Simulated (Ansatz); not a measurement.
**CH2F2: single-point calculation**

CH2F2, computed with RKS PBE-D4/def2-SVP (Ansatz 0.2.0).

The geometry is one partner of a complex, in the basis of both. The input adds 2 ghost centres (basis functions without nuclei or electrons, not drawn) at the places of a partner molecule, so the energy is that in the basis of the pair. The geometry comes from this level: PBE0-D4/def2-TZVP.

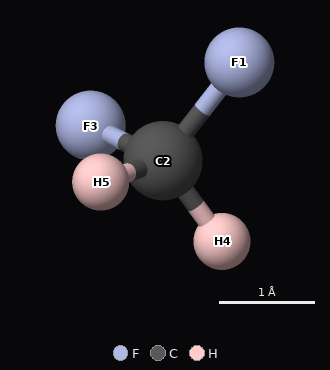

*The structure as given in the input (ball-and-stick view, seen at a tilt; atoms are numbered from 1 in the order of the input).*

## Results in brief

```csv
quantity,value
outcome,converged
total energy,−6491.4674 eV
mean-field energy,−6491.4308 eV
dispersion energy,−0.0367 eV
SCF solution under orbital rotations,stable
hardware,"4 threads of Intel Xeon, 31 GiB of memory available, shared host"
peak memory,0.44 GiB
```

## The input
```yaml
crystal:
  periodic: [false, false, false]
  atoms:
    - {symbol: F, position_ang: [0.231627, 0.342847, 2.373510]}
    - {symbol: C, position_ang: [0.101078, 0.200650, 1.035801]}
    - {symbol: F, position_ang: [0.080656, -1.119858, 0.744185]}
    - {symbol: H, position_ang: [-0.847675, 0.644765, 0.723690]}
    - {symbol: H, position_ang: [0.965380, 0.656072, 0.545541]}
basis:
  gaussian:
    orbitals: def2-SVP
    ghost_atoms:
      - {symbol: N, position_ang: [-0.304644, -0.715279, -3.124269]}
      - {symbol: N, position_ang: [-0.226423, -0.009197, -2.298558]}
hamiltonian: {xc: pbe, dispersion: d4}
```

Launched with:
```bash
ansatz run in.yaml --threads 4 --pin off --events-out ev --progress --plain --max-ram 9574MiB
```

## Log
```
Functional definition: PBE
  name "PBE"
  cite "Perdew, Burke & Ernzerhof, Phys. Rev. Lett. 77, 3865 (1996) doi:10.1103/PhysRevLett.77.3865"
  parent pbe
  parameter kappa = 0.804
  parameter beta = 0.06672455060314922
  exchange = pbe_x(kappa = kappa, mu = beta*pi^2/3)
  correlation = pbe_c(beta = beta)
782 factors; their error is unknown
mean field evaluation 1: about -6490.0498 eV, gradient 2.8e1 eV
mean field evaluation 2: about -6489.7334 eV, gradient 3.2e1 eV
mean field evaluation 4: about -6491.4585 eV, gradient 2.0e0 eV
mean field evaluation 8: about -6491.4654 eV, gradient 2.0e-2 eV
mean field evaluation 16: about -6491.4307 eV, gradient 6.8e-6 eV
mean field -6491.43074504 eV, -238.5556798303 hartree, gradient 6.8e-6 eV, S^2 0.000000; 0 other end points of the search recorded, 0 dependent functions left out
reference -6491.43076413 eV, -238.5556805321 hartree; 13, 13 occupied and 67, 67 virtual orbitals, 782 factors
Total energy: -6491.46742097 eV, -238.5570276459 hartree
```
